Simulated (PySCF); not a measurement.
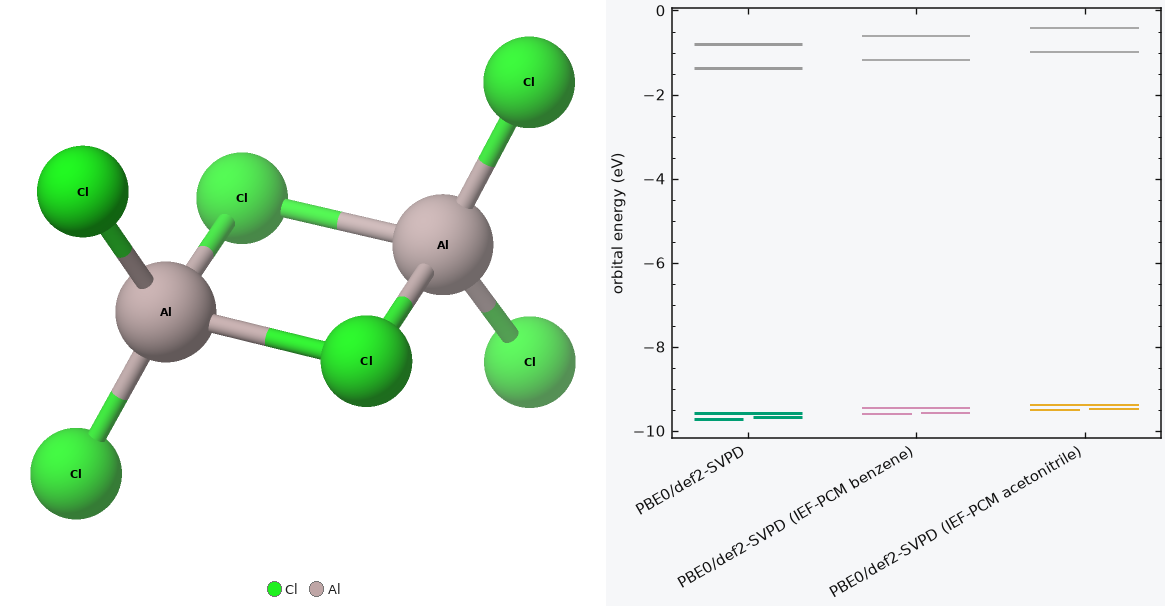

Frontier orbital energies of Al₂Cl₆, SMILES [Cl][Al-]1([Cl])[Cl+][Al-]([Cl])([Cl])[Cl+]1, singlet at one geometry, PySCF 2.14.0, at a PBE0-D3(BJ)/def2-SVP geometry (no frequency check). Empty levels are grey, levels within 0.1 eV stand side by side; all columns show the same few orbitals around the gap.

Q: Compare the HOMO-LUMO separations.

A: The separation grows from 8.21 eV (PBE0/def2-SVPD) to 8.38 eV (PBE0/def2-SVPD (IEF-PCM acetonitrile)).

```tsv
level	HOMO (eV)	LUMO (eV)	separation (eV)
PBE0/def2-SVPD	−9.57	−1.36	8.21
PBE0/def2-SVPD (IEF-PCM benzene)	−9.47	−1.18	8.29
PBE0/def2-SVPD (IEF-PCM acetonitrile)	−9.38	−1.00	8.38
```
